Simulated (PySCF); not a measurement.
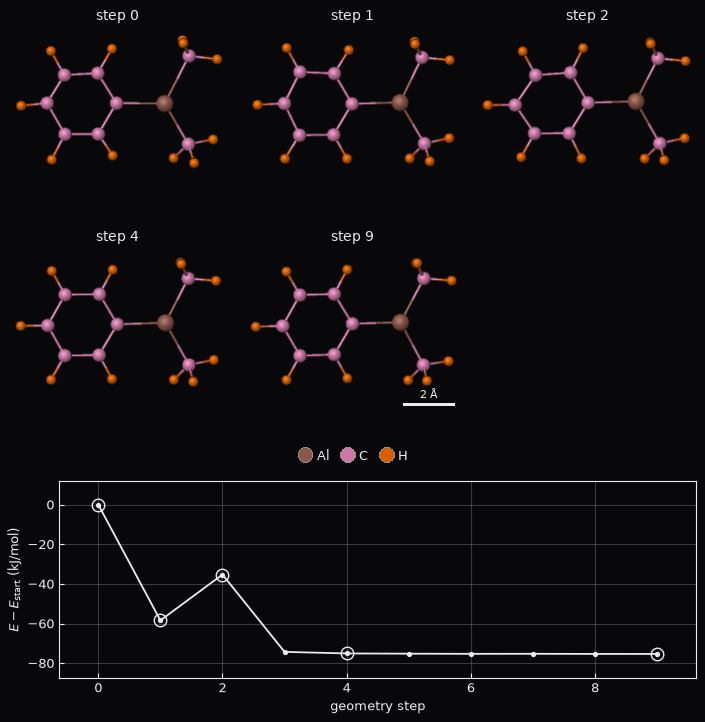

Frames of a relaxation of C₈H₁₁Al, marked on the history of the run. A ball-and-stick model, seen from a free direction.

The start comes from GFN2-xTB. Its atoms were then displaced at random by about 0.03 Å.

These are results of PySCF, PBE0-D3(BJ)/def2-SVP geometry optimisation, gas phase, not measurements. 

What happens along the run?

The energy falls by 75.3 kJ/mol in 9 geometry steps. The largest move after the best rigid fit is that of an H atom, 0.20 Å. By element the largest moves are H 0.20 Å, Al 0.10 Å, C 0.09 Å. Some distances before and after: Al–C 2.111 → 1.960 Å, C–C 1.304 → 1.395 Å, C–H 1.032 → 1.095 Å, Al–C 1.913 → 1.961 Å. Among the angles between lasting bonds that change: Al–C–H 118.3° → 110.6°, C–C–H 127.1° → 120.1°, C–C–H 124.2° → 118.6°. Cost: 84 s on 2 threads of Intel(R) Xeon(R) 6975P-C (shared host). From step 0 to 1: H atoms move most (0.14 Å), energy −58.4 kJ/mol. From step 1 to 2: an H atom moves most (0.19 Å), energy +23.1 kJ/mol. From step 2 to 4: an H atom moves most (0.12 Å), energy −39.8 kJ/mol. From step 4 to 9: an H atom moves most (0.08 Å), energy −0.25 kJ/mol.
